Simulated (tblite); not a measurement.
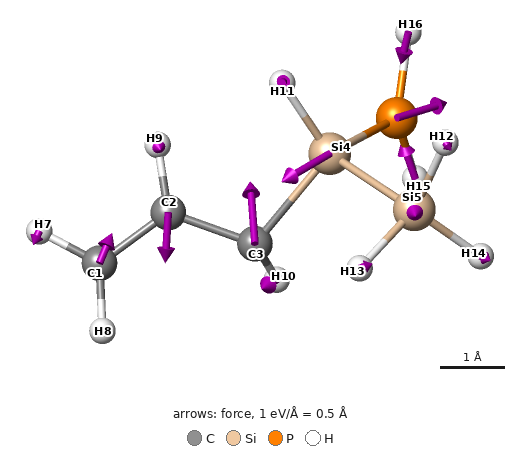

Starting geometry of C3H10PSi2 (multiplicity 2) with the computed forces as purple arrows. The picture is a ball-and-stick view, seen from a free direction.

Theory: GFN2-xTB geometry optimisation, gas phase (tblite). 

> What follows when this structure is relaxed?

It isn't relaxed: the largest force vector, on a C atom, is 2.37 eV/Å. The final displacements follow the starting forces only in part (cosine between the two patterns 0.33). An H atom moves most after the best rigid fit: 1.52 Å. By element the largest moves are H 1.52 Å, C 0.48 Å, P 0.37 Å, Si 0.14 Å. Some distances before and after: P–Si 2.123 → 2.268 Å, Si–Si 2.251 → 2.339 Å, C–C 1.457 → 1.394 Å, C–Si 1.899 → 1.853 Å. Among the angles between lasting bonds that change: Si–P–H 120.8° → 95.0°, H–P–H 117.6° → 92.1°, Si–P–H 120.3° → 95.5°. The energy falls by 222.1 kJ/mol in 130 geometry steps.
